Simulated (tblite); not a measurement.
# Geometry relaxation of C6H12Si (part 2 of 2)

Continued. System: C6H12Si, SMILES C=C1CCC[C@H]1[SiH3]. Method: GFN2-xTB geometry optimisation, gas phase (tblite 0.8.0). It belongs to a series of runs on one base structure; here: Si replaced by C.

**Trajectory as extended XYZ, continued**
```
19
Properties=species:S:1:pos:R:3:forces:R:3 step=25 energy=-562.68732
C    -1.6120    1.5857    0.4384   -0.0070   0.0100  -0.0090
C    -0.9126    0.4890    0.1959    0.0140   0.0310  -0.0340
C    -1.3359   -0.6206   -0.7327    0.0120   0.0330   0.0110
C    -0.1180   -1.5417   -0.8247    0.0040   0.0100  -0.0070
C     0.5925   -1.3424    0.5106   -0.0020  -0.0200   0.0230
C     0.4184    0.1512    0.7980   -0.0150   0.0120   0.0010
Si    1.8134    1.2061    0.0244    0.0090   0.0030  -0.0110
H    -1.2689    2.3396    1.1279    0.0140  -0.0310  -0.0150
H    -2.5594    1.7755   -0.0386    0.0080  -0.0260   0.0070
H    -1.6457   -0.2410   -1.7069   -0.0140   0.0050   0.0040
H    -2.1889   -1.1485   -0.2967    0.0210  -0.0090  -0.0010
H     0.5333   -1.2197   -1.6382    0.0070   0.0250  -0.0130
H    -0.3889   -2.5817   -1.0032   -0.0240  -0.0120   0.0140
H     0.0968   -1.9303    1.2863   -0.0320  -0.0310   0.0140
H     1.6371   -1.6498    0.4726    0.0220  -0.0160   0.0000
H     0.4089    0.3464    1.8734    0.0050   0.0010   0.0180
H     3.0786    0.7645    0.6225   -0.0130   0.0310  -0.0030
H     1.5627    2.6184    0.3076    0.0050  -0.0110   0.0120
H     1.8788    1.0085   -1.4239   -0.0140  -0.0030  -0.0100
19
Properties=species:S:1:pos:R:3:forces:R:3 step=26 energy=-562.68767
C    -1.6111    1.5865    0.4378    0.0010   0.0020  -0.0110
C    -0.9121    0.4897    0.1952    0.0180   0.0110  -0.0140
C    -1.3344   -0.6205   -0.7323   -0.0070   0.0310   0.0030
C    -0.1167   -1.5417   -0.8242   -0.0150   0.0170  -0.0200
C     0.5920   -1.3435    0.5119   -0.0010  -0.0110   0.0130
C     0.4173    0.1502    0.7994    0.0160   0.0180  -0.0010
Si    1.8122    1.2060    0.0242    0.0060   0.0030  -0.0100
H    -1.2667    2.3389    1.1279    0.0080  -0.0210  -0.0130
H    -2.5578    1.7762   -0.0400    0.0010  -0.0180   0.0060
H    -1.6462   -0.2401   -1.7054   -0.0060   0.0030  -0.0140
H    -2.1878   -1.1482   -0.2973    0.0180  -0.0150   0.0110
H     0.5336   -1.2182   -1.6377    0.0180   0.0230  -0.0110
H    -0.3877   -2.5814   -1.0048   -0.0250  -0.0120   0.0170
H     0.0951   -1.9324    1.2862   -0.0280  -0.0260   0.0140
H     1.6367   -1.6509    0.4737    0.0220  -0.0140   0.0080
H     0.4077    0.3450    1.8749    0.0030   0.0050   0.0160
H     3.0796    0.7678    0.6206   -0.0200   0.0280  -0.0050
H     1.5622    2.6192    0.3073    0.0040  -0.0230   0.0080
H     1.8744    1.0063   -1.4246   -0.0130   0.0010   0.0030
19
Properties=species:S:1:pos:R:3:forces:R:3 step=28 energy=-562.68818
C    -1.6096    1.5875    0.4362    0.0150  -0.0100  -0.0090
C    -0.9104    0.4911    0.1939    0.0160  -0.0180   0.0140
C    -1.3330   -0.6190   -0.7320   -0.0130   0.0000  -0.0170
C    -0.1156   -1.5409   -0.8245   -0.0130   0.0110  -0.0130
C     0.5911   -1.3456    0.5141   -0.0030   0.0040  -0.0100
C     0.4168    0.1495    0.8017    0.0370  -0.0050   0.0030
Si    1.8106    1.2062    0.0236   -0.0080  -0.0050  -0.0040
H    -1.2630    2.3371    1.1272    0.0010   0.0080  -0.0010
H    -2.5557    1.7765   -0.0419   -0.0100  -0.0040   0.0020
H    -1.6472   -0.2388   -1.7042    0.0010   0.0020  -0.0250
H    -2.1853   -1.1487   -0.2976    0.0130  -0.0070   0.0230
H     0.5349   -1.2147   -1.6375    0.0150   0.0060   0.0070
H    -0.3871   -2.5811   -1.0062   -0.0160   0.0150   0.0120
H     0.0913   -1.9365    1.2865   -0.0060   0.0010  -0.0080
H     1.6366   -1.6533    0.4759   -0.0080  -0.0080   0.0180
H     0.4061    0.3431    1.8777    0.0030   0.0100  -0.0020
H     3.0807    0.7745    0.6175   -0.0110   0.0160  -0.0020
H     1.5617    2.6193    0.3072   -0.0020  -0.0210   0.0040
H     1.8671    1.0031   -1.4253   -0.0090   0.0060   0.0090
19
Properties=species:S:1:pos:R:3:forces:R:3 step=30 energy=-562.68851
C    -1.6075    1.5877    0.4347    0.0120  -0.0060   0.0020
C    -0.9084    0.4908    0.1941   -0.0010  -0.0110   0.0060
C    -1.3327   -0.6179   -0.7326    0.0040  -0.0130  -0.0110
C    -0.1154   -1.5396   -0.8255    0.0100   0.0000   0.0060
C     0.5903   -1.3470    0.5150   -0.0030   0.0040  -0.0120
C     0.4183    0.1484    0.8036   -0.0030  -0.0180   0.0010
Si    1.8091    1.2059    0.0232   -0.0070  -0.0080   0.0000
H    -1.2605    2.3363    1.1264   -0.0040   0.0150  -0.0010
H    -2.5541    1.7768   -0.0431    0.0050  -0.0060   0.0040
H    -1.6476   -0.2379   -1.7050    0.0010  -0.0010  -0.0070
H    -2.1830   -1.1497   -0.2964    0.0080   0.0040   0.0150
H     0.5370   -1.2117   -1.6367    0.0050  -0.0080   0.0110
H    -0.3875   -2.5800   -1.0067   -0.0080   0.0240  -0.0010
H     0.0881   -1.9389    1.2860    0.0040   0.0170  -0.0200
H     1.6360   -1.6557    0.4787   -0.0220  -0.0080   0.0130
H     0.4053    0.3420    1.8798    0.0100   0.0070  -0.0110
H     3.0810    0.7807    0.6147    0.0070   0.0020   0.0050
H     1.5612    2.6181    0.3072   -0.0110  -0.0010   0.0060
H     1.8607    1.0010   -1.4248   -0.0060   0.0060  -0.0060
19
Properties=species:S:1:pos:R:3:forces:R:3 step=32 energy=-562.68870
C    -1.6055    1.5876    0.4339    0.0000   0.0040   0.0090
C    -0.9074    0.4899    0.1946   -0.0090   0.0050  -0.0050
C    -1.3321   -0.6178   -0.7335    0.0080   0.0010   0.0070
C    -0.1147   -1.5387   -0.8259    0.0090  -0.0010   0.0030
C     0.5897   -1.3477    0.5150   -0.0020  -0.0010   0.0010
C     0.4190    0.1469    0.8046   -0.0200   0.0010  -0.0060
Si    1.8075    1.2052    0.0229    0.0040  -0.0010   0.0010
H    -1.2592    2.3367    1.1258   -0.0040   0.0070  -0.0060
H    -2.5526    1.7767   -0.0436    0.0150  -0.0080   0.0050
H    -1.6478   -0.2374   -1.7058    0.0020  -0.0080   0.0080
H    -2.1809   -1.1499   -0.2947    0.0030   0.0040   0.0030
H     0.5388   -1.2103   -1.6355    0.0070  -0.0090   0.0000
H    -0.3882   -2.5780   -1.0072   -0.0030   0.0030  -0.0110
H     0.0864   -1.9396    1.2845   -0.0080   0.0080  -0.0050
H     1.6346   -1.6576    0.4812   -0.0040  -0.0120   0.0030
H     0.4054    0.3420    1.8804    0.0120   0.0000  -0.0050
H     3.0811    0.7842    0.6133    0.0090  -0.0040   0.0040
H     1.5597    2.6170    0.3074   -0.0150   0.0040   0.0050
H     1.8564    1.0002   -1.4249   -0.0030   0.0060  -0.0090
19
Properties=species:S:1:pos:R:3:forces:R:3 step=33 energy=-562.68876
C    -1.6049    1.5877    0.4339   -0.0040   0.0050   0.0080
C    -0.9072    0.4897    0.1946   -0.0050   0.0080  -0.0030
C    -1.3318   -0.6178   -0.7336    0.0050   0.0060   0.0110
C    -0.1142   -1.5384   -0.8259    0.0020  -0.0010  -0.0030
C     0.5895   -1.3479    0.5150   -0.0010  -0.0020   0.0050
C     0.4188    0.1464    0.8048   -0.0090   0.0090  -0.0080
Si    1.8070    1.2049    0.0227    0.0070   0.0030   0.0000
H    -1.2588    2.3371    1.1255   -0.0020   0.0050  -0.0040
H    -2.5519    1.7764   -0.0436    0.0090  -0.0050   0.0020
H    -1.6478   -0.2374   -1.7059    0.0020  -0.0090   0.0090
H    -2.1802   -1.1499   -0.2940    0.0010   0.0020  -0.0010
H     0.5395   -1.2101   -1.6351    0.0080  -0.0070  -0.0050
H    -0.3886   -2.5771   -1.0075   -0.0010  -0.0070  -0.0120
H     0.0858   -1.9396    1.2839   -0.0150   0.0020   0.0040
H     1.6340   -1.6585    0.4821    0.0040  -0.0110   0.0010
H     0.4058    0.3421    1.8804    0.0100  -0.0020  -0.0030
H     3.0813    0.7849    0.6131    0.0050  -0.0040   0.0010
H     1.5587    2.6167    0.3077   -0.0150   0.0010   0.0040
H     1.8551    1.0002   -1.4254   -0.0020   0.0060  -0.0050
19
Properties=species:S:1:pos:R:3:forces:R:3 step=35 energy=-562.68888
C    -1.6040    1.5880    0.4342   -0.0060   0.0030   0.0020
C    -0.9070    0.4899    0.1945    0.0090   0.0060   0.0050
C    -1.3309   -0.6176   -0.7334   -0.0010   0.0040   0.0060
C    -0.1133   -1.5380   -0.8261   -0.0060  -0.0030  -0.0070
C     0.5891   -1.3482    0.5153   -0.0010  -0.0040   0.0040
C     0.4183    0.1460    0.8047    0.0210   0.0070  -0.0040
Si    1.8066    1.2046    0.0223    0.0060   0.0070  -0.0030
H    -1.2583    2.3382    1.1248    0.0020   0.0060   0.0030
H    -2.5503    1.7756   -0.0436   -0.0110   0.0040  -0.0060
H    -1.6477   -0.2379   -1.7056   -0.0010  -0.0050   0.0040
H    -2.1787   -1.1497   -0.2928   -0.0010  -0.0020  -0.0030
H     0.5414   -1.2103   -1.6348    0.0050  -0.0020  -0.0060
H    -0.3892   -2.5761   -1.0089    0.0040  -0.0120  -0.0100
H     0.0837   -1.9396    1.2831   -0.0180  -0.0020   0.0110
H     1.6331   -1.6606    0.4837    0.0050  -0.0040   0.0010
H     0.4071    0.3421    1.8802    0.0030  -0.0030  -0.0010
H     3.0818    0.7860    0.6129   -0.0030  -0.0020  -0.0040
H     1.5560    2.6162    0.3084   -0.0110  -0.0050   0.0010
H     1.8528    1.0006   -1.4264    0.0010   0.0080   0.0050
19
Properties=species:S:1:pos:R:3:forces:R:3 step=37 energy=-562.68901
C    -1.6033    1.5886    0.4349    0.0000  -0.0010  -0.0060
C    -0.9062    0.4906    0.1949    0.0160   0.0000   0.0050
C    -1.3299   -0.6170   -0.7327   -0.0010  -0.0060  -0.0050
C    -0.1126   -1.5379   -0.8268   -0.0010  -0.0070   0.0010
C     0.5883   -1.3491    0.5158   -0.0020  -0.0060  -0.0020
C     0.4191    0.1460    0.8044    0.0260  -0.0100   0.0050
Si    1.8069    1.2048    0.0218    0.0020   0.0040  -0.0030
H    -1.2577    2.3399    1.1242    0.0010   0.0030   0.0060
H    -2.5491    1.7750   -0.0441   -0.0180   0.0100  -0.0050
H    -1.6476   -0.2391   -1.7049   -0.0040   0.0060  -0.0020
H    -2.1771   -1.1497   -0.2916   -0.0020  -0.0030   0.0000
H     0.5439   -1.2107   -1.6348   -0.0070   0.0010   0.0020
H    -0.3897   -2.5757   -1.0115    0.0090  -0.0030  -0.0030
H     0.0795   -1.9393    1.2827   -0.0070   0.0050   0.0040
H     1.6320   -1.6638    0.4860   -0.0070   0.0020   0.0050
H     0.4091    0.3418    1.8799    0.0010  -0.0010   0.0010
H     3.0828    0.7878    0.6120   -0.0050  -0.0020  -0.0080
H     1.5522    2.6153    0.3095   -0.0060  -0.0020   0.0000
H     1.8498    1.0016   -1.4271    0.0060   0.0080   0.0050
19
Properties=species:S:1:pos:R:3:forces:R:3 step=39 energy=-562.68909
C    -1.6029    1.5888    0.4350    0.0050  -0.0020  -0.0080
C    -0.9048    0.4911    0.1953    0.0030  -0.0020  -0.0040
C    -1.3293   -0.6169   -0.7324    0.0000  -0.0040  -0.0040
C    -0.1123   -1.5382   -0.8273    0.0010  -0.0030   0.0050
C     0.5877   -1.3501    0.5161   -0.0030  -0.0020  -0.0010
C     0.4210    0.1455    0.8042   -0.0020  -0.0080   0.0040
Si    1.8073    1.2054    0.0214   -0.0020   0.0000   0.0000
H    -1.2574    2.3411    1.1239   -0.0040  -0.0060  -0.0020
H    -2.5492    1.7750   -0.0445    0.0010   0.0040   0.0040
H    -1.6479   -0.2396   -1.7045   -0.0020   0.0090  -0.0010
H    -2.1762   -1.1498   -0.2909    0.0000  -0.0010   0.0020
H     0.5449   -1.2109   -1.6347   -0.0100   0.0040   0.0050
H    -0.3894   -2.5758   -1.0133    0.0080   0.0000   0.0020
H     0.0760   -1.9386    1.2828    0.0010   0.0060  -0.0010
H     1.6310   -1.6660    0.4878   -0.0070  -0.0030   0.0060
H     0.4105    0.3415    1.8797    0.0050  -0.0010   0.0030
H     3.0834    0.7891    0.6109    0.0010  -0.0020  -0.0070
H     1.5496    2.6148    0.3103   -0.0040   0.0030   0.0010
H     1.8483    1.0029   -1.4272    0.0080   0.0080  -0.0040
19
Properties=species:S:1:pos:R:3:forces:R:3 step=40 energy=-562.68912
C    -1.6027    1.5888    0.4348    0.0050  -0.0020  -0.0060
C    -0.9043    0.4911    0.1953   -0.0030  -0.0030  -0.0060
C    -1.3291   -0.6170   -0.7324    0.0000   0.0000  -0.0010
C    -0.1122   -1.5384   -0.8273    0.0000   0.0000   0.0030
C     0.5875   -1.3504    0.5162   -0.0020   0.0000   0.0010
C     0.4216    0.1452    0.8043   -0.0110  -0.0010   0.0000
Si    1.8073    1.2055    0.0213   -0.0030  -0.0010   0.0010
H    -1.2574    2.3413    1.1238   -0.0040  -0.0090  -0.0040
H    -2.5494    1.7751   -0.0445    0.0080   0.0010   0.0060
H    -1.6481   -0.2395   -1.7044    0.0000   0.0070   0.0010
H    -2.1760   -1.1498   -0.2907    0.0010   0.0000   0.0010
H     0.5449   -1.2109   -1.6346   -0.0060   0.0050   0.0030
H    -0.3891   -2.5759   -1.0137    0.0060  -0.0020   0.0030
H     0.0752   -1.9383    1.2828    0.0000   0.0030   0.0000
H     1.6306   -1.6666    0.4883   -0.0030  -0.0050   0.0050
H     0.4109    0.3414    1.8797    0.0050  -0.0030   0.0030
H     3.0836    0.7894    0.6104    0.0030  -0.0020  -0.0060
H     1.5489    2.6147    0.3105   -0.0030   0.0030   0.0010
H     1.8482    1.0035   -1.4273    0.0080   0.0070  -0.0050
19
Properties=species:S:1:pos:R:3:forces:R:3 step=42 energy=-562.68918
C    -1.6019    1.5888    0.4340    0.0020   0.0000   0.0000
C    -0.9034    0.4911    0.1950   -0.0110  -0.0040  -0.0020
C    -1.3288   -0.6172   -0.7325   -0.0030   0.0030   0.0030
C    -0.1120   -1.5387   -0.8271   -0.0030   0.0040  -0.0030
C     0.5868   -1.3511    0.5165    0.0000   0.0050   0.0050
C     0.4222    0.1444    0.8044   -0.0120   0.0120  -0.0050
Si    1.8071    1.2058    0.0209   -0.0030  -0.0010   0.0000
H    -1.2576    2.3412    1.1234    0.0020  -0.0070  -0.0020
H    -2.5491    1.7755   -0.0443    0.0120  -0.0050   0.0010
H    -1.6484   -0.2387   -1.7041    0.0030   0.0000   0.0030
H    -2.1754   -1.1499   -0.2901   -0.0010   0.0020  -0.0010
H     0.5447   -1.2104   -1.6341    0.0040   0.0070  -0.0020
H    -0.3880   -2.5762   -1.0145    0.0010  -0.0050   0.0040
H     0.0731   -1.9374    1.2830   -0.0030  -0.0050   0.0040
H     1.6294   -1.6684    0.4901    0.0040  -0.0080   0.0030
H     0.4124    0.3410    1.8799    0.0020  -0.0040  -0.0010
H     3.0839    0.7897    0.6089    0.0030   0.0000  -0.0050
H     1.5465    2.6146    0.3112   -0.0010  -0.0010   0.0010
H     1.8485    1.0053   -1.4280    0.0060   0.0070  -0.0030
19
Properties=species:S:1:pos:R:3:forces:R:3 step=44 energy=-562.68922
C    -1.6010    1.5888    0.4333   -0.0020   0.0010   0.0040
C    -0.9031    0.4908    0.1947   -0.0060  -0.0030   0.0060
C    -1.3286   -0.6172   -0.7325   -0.0020  -0.0020   0.0020
C    -0.1119   -1.5387   -0.8272    0.0010   0.0020  -0.0020
C     0.5862   -1.3515    0.5171    0.0000   0.0020   0.0020
C     0.4222    0.1442    0.8044    0.0010   0.0030  -0.0030
Si    1.8067    1.2059    0.0205   -0.0010   0.0000  -0.0020
H    -1.2574    2.3408    1.1230    0.0090   0.0000   0.0040
H    -2.5480    1.7757   -0.0442    0.0000  -0.0030  -0.0080
H    -1.6484   -0.2381   -1.7037    0.0020  -0.0040   0.0010
H    -2.1748   -1.1500   -0.2896   -0.0050   0.0000  -0.0020
H     0.5449   -1.2094   -1.6337    0.0050   0.0050  -0.0010
H    -0.3869   -2.5765   -1.0151   -0.0010   0.0010   0.0040
H     0.0710   -1.9371    1.2833   -0.0020  -0.0040   0.0020
H     1.6284   -1.6705    0.4920    0.0000  -0.0020   0.0010
H     0.4138    0.3404    1.8800   -0.0040   0.0000  -0.0040
H     3.0843    0.7900    0.6072   -0.0010   0.0010  -0.0050
H     1.5441    2.6144    0.3118    0.0020  -0.0030   0.0010
H     1.8487    1.0074   -1.4289    0.0040   0.0060   0.0000
```

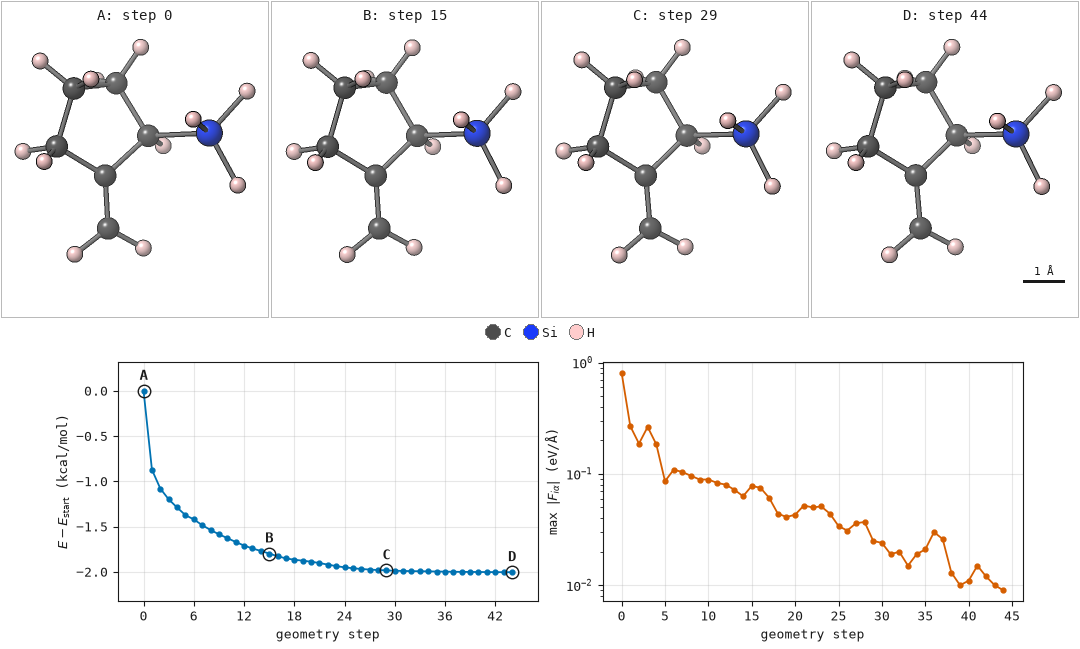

**Figure 1.** Frames of the relaxation (ball-and-stick view, seen at a tilt) above the curves, on which the letters mark them (steps are counted from 0).

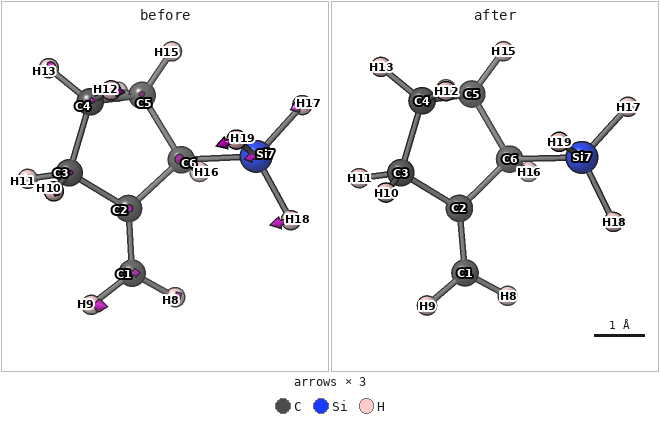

**Figure 2.** Before (left) and after (right) the relaxation, at one scale (ball-and-stick view, seen at a tilt). The pink arrows give the displacements, magnified 3 times. The energy falls by 2.00 kcal/mol in 44 geometry steps. Largest force component: 0.81 eV/Å at the start, 0.009 eV/Å at the end. The largest moves after the best rigid fit, 0.15 Å, are those of H18 and H19. By element the largest moves are H 0.15 Å, Si 0.09 Å, C 0.08 Å. Among the contacts that change: C2–C6 1.524 → 1.499 Å, Si7–H17 1.490 → 1.466 Å, C3–C4 1.509 → 1.529 Å, C6–H16 1.112 → 1.093 Å. Among the angles that change: C2–C6–Si7 114.9° → 110.2°, C5–C6–H16 108.1° → 111.1°, H17–Si7–H18 108.2° → 110.5°. (Atoms are counted from 1 in the order of the input.)

The run was set up as follows.

**Input file**
```
{"job": {"kind": "relax", "xc": "GFN2-xTB", "basis": "xTB"}, "charge": 0, "multiplicity": 1}
C     -1.656200     1.554200     0.444100
C     -0.912300     0.495500     0.141500
C     -1.356100    -0.634100    -0.742300
C     -0.155200    -1.542800    -0.836300
C      0.579700    -1.321900     0.495800
C      0.453700     0.191600     0.744000
Si     1.885900     1.233200     0.048300
H     -1.317600     2.331800     1.134700
H     -2.646100     1.680500     0.009100
H     -1.666000    -0.279100    -1.733700
H     -2.210800    -1.159100    -0.285300
H      0.476800    -1.273800    -1.675500
H     -0.448300    -2.596200    -0.950300
H      0.073500    -1.874500     1.284900
H      1.609400    -1.676200     0.449200
H      0.437500     0.361900     1.842800
H      3.165300     0.798200     0.675400
H      1.682000     2.665300     0.360300
H      1.995100     1.054900    -1.414300
```

The first line tells a small driver script what to run in tblite; the rest is the geometry in Å.

Run as:
```bash
OMP_NUM_THREADS=1 python <driver script> task.json out
```

**Key numbers**

| quantity | value |
| --- | --- |
| outcome | converged |
| total energy | −562.6892 eV |
| hardware | 1 CPU thread, shared host |
| peak memory | 0.18 GiB |
